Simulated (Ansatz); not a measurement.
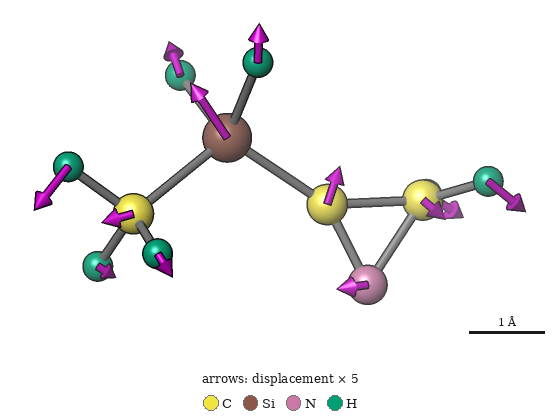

This is a relaxation of C₃H₇NSi (coarse preliminary run). The starting structure is drawn; purple arrows show the displacements, magnified 5 times. The two geometries are superimposed by the best rigid fit.

The picture is a ball-and-stick view, seen at a tilt.

The start comes from a force field.

Computed with RKS PBE-D4/def2-SVP in Ansatz.

Input file:
```yaml
crystal:
  periodic: [false, false, false]
  atoms:
    - {symbol: C, position_ang: [-1.486500, 0.966500, 0.945000]}
    - {symbol: Si, position_ang: [0.161800, 0.779700, 0.246200]}
    - {symbol: C, position_ang: [0.436200, -0.769600, -0.486100]}
    - {symbol: N, position_ang: [0.008300, -1.884600, -0.732000]}
    - {symbol: C, position_ang: [1.381200, -1.630700, -1.145000]}
    - {symbol: H, position_ang: [-2.295000, 0.911400, 0.152900]}
    - {symbol: H, position_ang: [-1.626400, 2.010800, 1.372000]}
    - {symbol: H, position_ang: [-1.708400, 0.295700, 1.711100]}
    - {symbol: H, position_ang: [0.412600, 1.896700, -0.687400]}
    - {symbol: H, position_ang: [1.136800, 1.063700, 1.365700]}
    - {symbol: H, position_ang: [1.526900, -1.528500, -2.170200]}
    - {symbol: H, position_ang: [2.129500, -2.166500, -0.538000]}
basis:
  gaussian: {orbitals: def2-SVP}
hamiltonian: {xc: pbe, dispersion: d4}
relax: {f_tol: 0.03, max_steps: 200}
```

Launched with:
```bash
ansatz run in.yaml --threads 4 --pin off --events-out ev --progress --plain --max-ram 10444MiB
```

### Describe the change and its energy.

The largest move after the best rigid fit is that of Si2, 0.19 Å. By element the largest moves are Si 0.19 Å, H 0.17 Å, C 0.11 Å, N 0.09 Å. Among the contacts that change: Si2–C3 1.735 → 1.879 Å, C1–Si2 1.800 → 1.882 Å, N4–C5 1.456 → 1.522 Å, C1–H8 1.042 → 1.108 Å. Among the angles between lasting bonds that change: Si2–C3–N4 147.8° → 139.7°, Si2–C3–C5 146.3° → 153.6°, C1–Si2–H10 106.5° → 112.3°. After 8 geometry steps the energy has fallen by 75.8 kJ/mol. The largest force component goes from 4.2 to 0.0057 eV/Å. Cost: 10 s on 4 threads of Arm Neoverse V2, on a shared host.
